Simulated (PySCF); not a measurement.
## Electronic structure of CH7FGeN2 in real space

Input file:

```
{"job": {"kind": "uv", "xc": "CAM-B3LYP", "basis": "def2-SVPD", "nstates": 8, "ntriplets": 3}, "charge": 0, "multiplicity": 1}
C     -1.703500    -0.272841     0.301660
N     -0.779973     0.034996    -0.779358
Ge     0.936619     0.496053    -0.525322
N      1.644505    -0.596499     0.716701
F      1.150340     2.058529     0.276841
H     -1.135794    -0.702827     1.124286
H     -2.441158    -1.003421    -0.037951
H     -2.229386     0.611700     0.672601
H     -1.254768     0.474470    -1.554843
H      1.579498     0.736312    -1.863826
H      2.485427    -0.267127     1.168415
H      1.749389    -1.570030     0.474770
```

Launched as:

```sh
OMP_NUM_THREADS=1 python probes_run.py task.json out
```

Geometry: GFN2-xTB.

Method: CAM-B3LYP/def2-SVPD, SCF density, gas phase (PySCF 2.14.0).

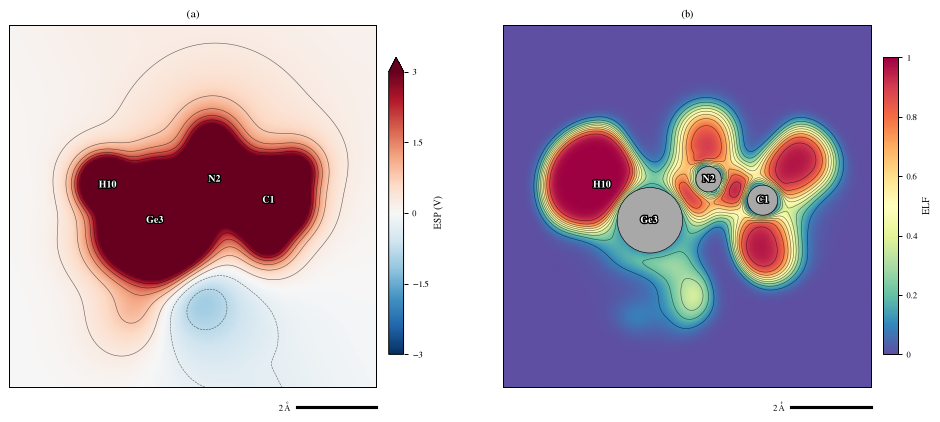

Figure 1. (a) electrostatic potential; (b) ELF on the plane of atoms N2, Ge3 and H10. Grey discs cover the atomic cores in the ELF map.

Interpret the plot.

- The section cuts through C, N, Ge and H sites.
- C–N (1.45 Å): the ELF peaks at about 0.95 between the atoms; a shared electron pair.
- Ge–N (1.80 Å): the ELF peaks at about 0.90 in the valence shell of N, 0.6 Å from its nucleus, and is about 0.45 at the midpoint.
- Ge–H (1.50 Å): the ELF climbs to about 1 towards the hydrogen.
- Outside the dense part of the molecule the potential is most negative (−1.0 V) near N4, which lies off the plane.

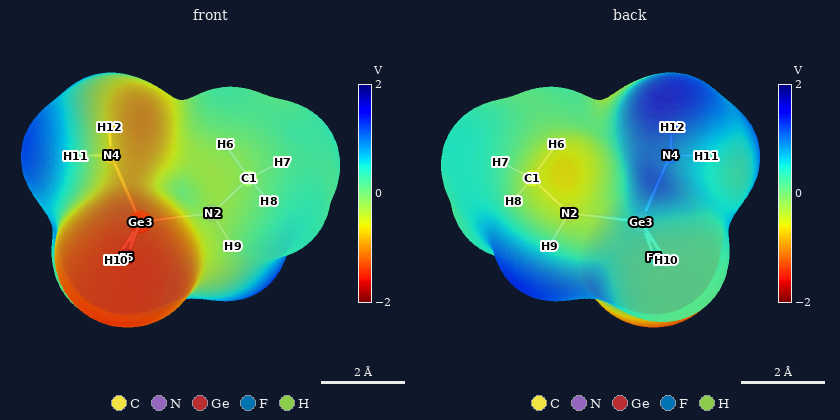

Figure 2. The electrostatic potential painted on the density surface at 0.001 e/bohr³, seen from the front and from behind; the colour scale runs from red (negative) to blue (positive).

Where is the surface potential most negative and most positive?

The most negative region (about −1.5 V, or −35 kcal/mol for a unit charge) lies over F5, the most positive (about +1.4 V, or +32 kcal/mol for a unit charge) over H12.
